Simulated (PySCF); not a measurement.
# IrN₂⁻: structure of the quintet

Where does quintet IrN₂⁻ go from a side-on start, is the end point a minimum, and what are its modes, charges and moments?

Computed with PySCF 2.14.0. Level: B3LYP, basis Ir def2-SVPD with ECP60, N def2-SVPD, scalar-relativistic core potentials, no spin–orbit coupling, density fitting.

**1. Where the work starts**

3 atoms, charge -1, spin multiplicity 5.

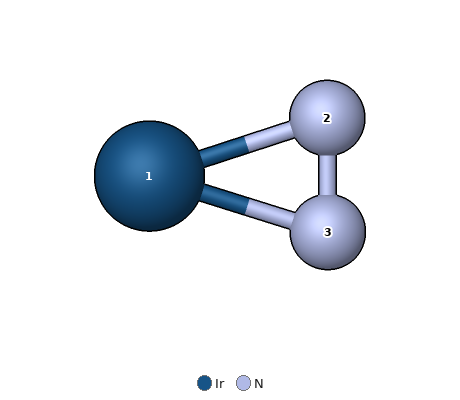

The starting geometry (iridium blue, nitrogen light blue); atoms are numbered from 1 in the order of the file.

```xyz
3
charge -1 multiplicity 5
Ir    0.0000    0.0000    0.0000
N     0.6000    0.0000    1.8749
N    -0.6000    0.0000    1.8749
```

**2. Finding the electronic state**

The steps below are one call of a driver around PySCF. For each, scf.py gives the equivalent set-up of the SCF; relaxations use the driver's own optimiser. After this first run the driver tries any further starts and a stability analysis.

The input, scf.py:

```python
from pyscf import gto, scf, dft
mol = gto.M(atom='''
Ir     0.000000     0.000000     0.000000
N      0.600000     0.000000     1.874936
N     -0.600000     0.000000     1.874936''',
    basis={'Ir': 'def2-SVPD', 'N': 'def2-SVPD'},
    ecp={'Ir': 'def2-SVPD'},
    charge=-1, spin=4)
mf = dft.UKS(mol, xc='B3LYP')
mf.grids.atom_grid = (50, 194)
aux = {'Ir': 'def2-universal-JKFIT', 'N': 'def2-universal-JKFIT'}
mf = mf.density_fit(auxbasis=aux)
mf.conv_tol = 1e-08
mf.diis_space = 10
mf.max_cycle = 60
mf.init_guess = 'minao'
mf.verbose = 4
mf.kernel()
```

Started as:

```bash
$ OMP_NUM_THREADS=2 python axn.py task.json out
```

The program printed:

```text
init E= -202.232939469839
[... the frontier-level lines of each cycle are left out ...]
cycle= 1 E= -212.803854793148  delta_E= -10.6  |g|= 1.23  |ddm|= 6.03
cycle= 2 E= -201.308929689925  delta_E= 11.5  |g|= 3.35  |ddm|= 22.6
cycle= 3 E= -213.353559727985  delta_E=  -12  |g|= 0.735  |ddm|= 22.4
cycle= 4 E= -213.535235228915  delta_E= -0.182  |g|= 0.502  |ddm|= 1.37
cycle= 5 E= -213.67411371343  delta_E= -0.139  |g|= 0.0777  |ddm|= 1.08
cycle= 6 E= -213.678474193144  delta_E= -0.00436  |g|= 0.0277  |ddm|= 0.19
cycle= 7 E= -213.680073600348  delta_E= -0.0016  |g|= 0.012  |ddm|= 0.111
cycle= 8 E= -213.681126365349  delta_E= -0.00105  |g|= 0.0154  |ddm|= 0.109
cycle= 9 E= -213.681793485021  delta_E= -0.000667  |g|= 0.0124  |ddm|= 0.0722
cycle= 10 E= -213.683216331064  delta_E= -0.00142  |g|= 0.00624  |ddm|= 0.268
cycle= 11 E= -213.683182603269  delta_E= 3.37e-05  |g|= 0.00249  |ddm|= 0.0281
cycle= 12 E= -213.683294588608  delta_E= -0.000112  |g|= 0.00308  |ddm|= 0.0985
cycle= 13 E= -213.683300080253  delta_E= -5.49e-06  |g|= 0.000749  |ddm|= 0.0171
cycle= 14 E= -213.683301012658  delta_E= -9.32e-07  |g|= 6.81e-05  |ddm|= 0.00696
cycle= 15 E= -213.683301017643  delta_E= -4.98e-09  |g|= 3.01e-05  |ddm|= 0.000347
Extra cycle  E= -213.683301017768  delta_E= -1.26e-10  |g|= 5.27e-05  |ddm|= 0.000161
converged SCF energy = -213.683301017768  <S^2> = 6.0062507  2S+1 = 5.0024997
```

This step, with its further starts and checks, took 10 s on 2 threads of Arm Neoverse V1, shared host.

Energies from each starting density:

```csv
start,energy (Eh)
the minimal-basis guess,-213.683301
a thermally smeared density,-213.680894
a smeared PBE density,-213.683301
```

The test of internal stability and the other starts found no lower solution of this spin.

**3. Side-on start, quintet: relaxation**

The program finds C2v symmetry in the start, which this walk keeps. The walk stops when the largest gradient is under 0.0003 Eh/bohr and the energy has settled too.

Edit scf.py of step 2 so:

```diff
@@ -3,3 +3,3 @@
-Ir     0.000000     0.000000     0.000000
-N      0.600000     0.000000     1.874936
-N     -0.600000     0.000000     1.874936''',
+Ir     0.000000     0.000000    -0.237634
+N      0.600000     0.000000     1.637302
+N     -0.600000     0.000000     1.637302''',
@@ -16 +15,0 @@
-mf.init_guess = 'minao'
```

The optimiser's trace:

```
step  energy (Eh)  change (kJ/mol)  largest symmetric gradient (Eh/bohr)
   0  -213.683301             0.00                               0.08821
   1  -213.696322           -34.19                               0.04184
   2  -213.703758           -53.71                               0.01960
   3  -213.705952           -59.47                               0.00813
   4  -213.706514           -60.95                               0.00239
   5  -213.706581           -61.12                               0.00045
   6  -213.706583           -61.13                               0.00003
```

The walk took 11 s.

Positions (Å) and forces (eV/Å) along the way:

```
step 0
Ir   0.000   0.000  -0.238   0.000   0.000  -4.536
N    0.600   0.000   1.637   1.998   0.000   2.268
N   -0.600   0.000   1.637  -1.998   0.000   2.268
step 1
Ir   0.000   0.000  -0.308   0.000   0.000  -2.152
N    0.614   0.000   1.673  -1.103   0.000   1.076
N   -0.614   0.000   1.673   1.103   0.000   1.076
step 3
Ir   0.000   0.000  -0.449   0.000   0.000  -0.418
N    0.593   0.000   1.743   0.363   0.000   0.209
N   -0.593   0.000   1.743  -0.363   0.000   0.209
step 6
Ir   0.000   0.000  -0.507   0.000   0.000  -0.002
N    0.593   0.000   1.772   0.000   0.000   0.001
N   -0.593   0.000   1.772   0.000   0.000   0.001
```

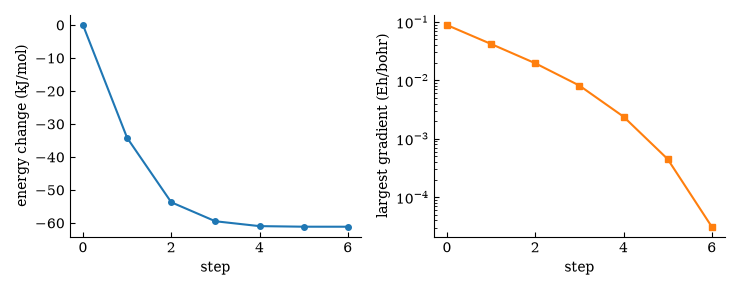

Energy and largest gradient along the walk.

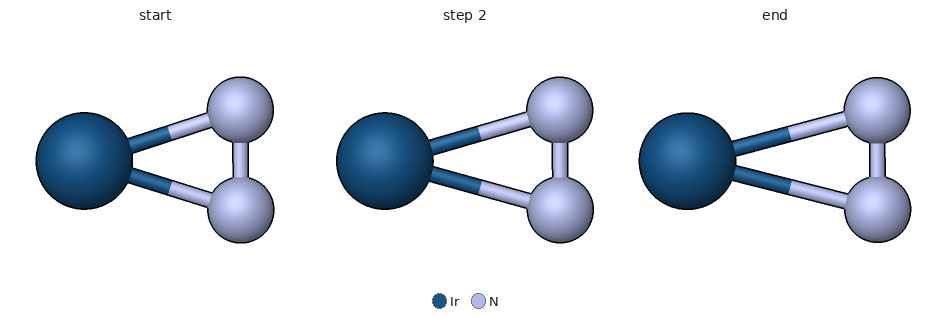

Start and end of the relaxation, with a step between.

After 6 steps and 61.1 kJ/mol it ends at C2v: Ir–N 2.355 Å (×2), N–N 1.185 Å; Ir–N–N 75.4° (×2), N–Ir–N 29.1°.

**4. Hessian and properties**

On the finer grid the gradient is checked again; gradients at displacements of ±0.02 bohr then give force constants and infrared intensities.

Edit scf.py of step 3 so:

```diff
@@ -3,3 +3,3 @@
-Ir     0.000000     0.000000    -0.237634
-N      0.600000     0.000000     1.637302
-N     -0.600000     0.000000     1.637302''',
+Ir     0.000000     0.000000    -0.288912
+N      0.592584     0.000000     1.990611
+N     -0.592584     0.000000     1.990611''',
@@ -10 +10 @@
-mf.grids.atom_grid = (50, 194)
+mf.grids.atom_grid = (75, 302)
@@ -13 +13 @@
-mf.conv_tol = 1e-08
+mf.conv_tol = 1e-10
```

This SCF starts from the last density.

SCF at the final geometry:

```text
init E= -213.706603448259
[... the frontier-level lines of each cycle are left out ...]
cycle= 1 E= -213.706603448254  delta_E= 4.38e-12  |g|= 1.62e-06  |ddm|= 5.55e-06
Extra cycle  E= -213.706603448252  delta_E= 2.44e-12  |g|= 2.95e-06  |ddm|= 6.82e-06
converged SCF energy = -213.706603448252  <S^2> = 6.0069768  2S+1 = 5.00279
```

The whole step took 24 s.

Geometry: C2v; Ir–N 2.355 Å (×2), N–N 1.185 Å; Ir–N–N 75.4° (×2), N–Ir–N 29.1°.

Modes, for the most abundant isotopes:

```json
{"symmetry": "b2", "ω (cm⁻¹)": "176", "IR (km/mol)": "37.1", "μ (u)": "14.12"}
{"symmetry": "a1", "ω (cm⁻¹)": "200", "IR (km/mol)": "34.1", "μ (u)": "15.87"}
{"symmetry": "a1", "ω (cm⁻¹)": "1785", "IR (km/mol)": "530", "μ (u)": "14.00"}
```

All wavenumbers are real: a minimum.

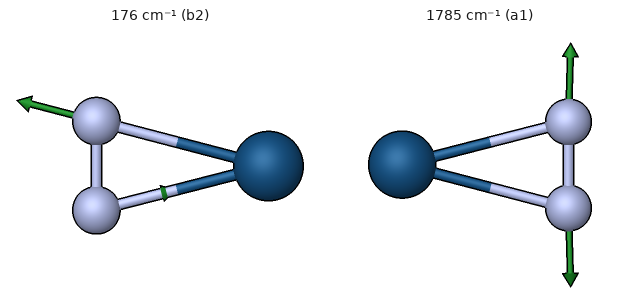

Displacements of 2 of the modes, as arrows (one member where a mode is degenerate).

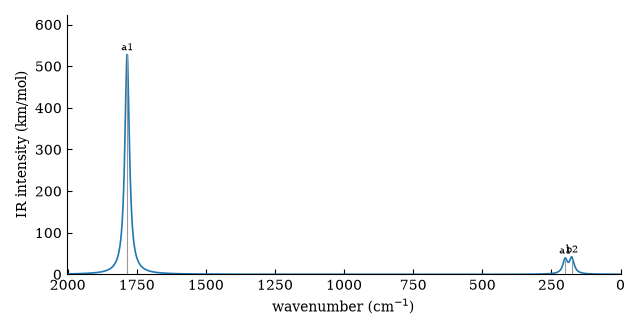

The harmonic infrared spectrum (widths in cm⁻¹). Lines are broadened to a width of 20 cm⁻¹ (Lorentzian).

Properties at this point:

- Dipole moment about the centre of mass: 2.27 D
- Highest occupied level: 1.95 eV
- Lowest empty level: 2.25 eV
- Rotational constants: 1.714, 0.1327, 0.1231 cm⁻¹
- Zero-point energy: 12.9 kJ/mol
- Principal polarisabilities: 61.9, 65.1, 100.2 bohr³
- Principal traceless quadrupole moments about the centre of mass: -9.87, 1.22, 8.65 D Å
- Entropy at 298.15 K and 1 bar (electronic part: spin only): 301.3 J/(mol K)
- Heat capacity Cp at 298.15 K: 48.9 J/(mol K)
- Enthalpy at 298.15 K above 0 K: 12.96 kJ/mol
- Rotational symmetry number: 2
- Spin squared ⟨S²⟩: 6.007

Populations by atom (charges in e):

```csv
atom,Mulliken,Löwdin,polar tensor,spin (Mulliken),Mayer order to Ir1
Ir1,-0.53,-0.40,-0.31,3.24,–
"N2,3",-0.24,-0.30,-0.35,0.38,0.56
```

Outer orbital energies (eV). α occupied: -5.41, -2.57, -2.51, -2.34, -1.89, -1.79, -0.51, 1.95; empty: 4.37, 4.43, 4.92, 5.85. β occupied: -22.36, -8.66, -5.97, -5.66, -4.92, -0.96, -0.89, -0.70; empty: 2.25, 2.25, 2.69, 4.35.

Mulliken populations on Ir1 (outside its core potential): s 3.39, p 6.57, d 7.56, f 0.01.

**5. Results**

| quantity | value |
| --- | --- |
| minimum | quintet, C2v |
| geometry | Ir–N 2.355 Å (×2), N–N 1.185 Å; Ir–N–N 75.4° (×2), N–Ir–N 29.1° |
| wavenumbers (cm⁻¹) | 176 (b2), 200 (a1), 1785 (a1) |
| dipole moment (centre of mass) | 2.27 D |
| highest occupied, lowest empty level (either spin) | 1.95, 2.25 eV |
| polar-tensor charge of Ir1 | -0.31 e |
| zero-point energy | 12.9 kJ/mol |
| entropy at 298.15 K | 301.3 J/(mol K) |
| ⟨S²⟩ | 6.007 |

**Reading.** The molecule stays C2v, as typed, and the end point is a minimum. The strongest infrared band lies at 1785 cm⁻¹ (a1). Most of the spin sits on Ir1 (Mulliken spin 3.24, against 4 for the whole molecule). Only this shape and spin were tried, so other structures or states may lie lower. A highest occupied level above zero is common for anions with such functionals; it warns that the extra electron is poorly described. One determinant may miss the lowest occupation of an open d or f shell. Spin–orbit coupling, left out here, can matter for elements this heavy.

The search up to here took 46 s.
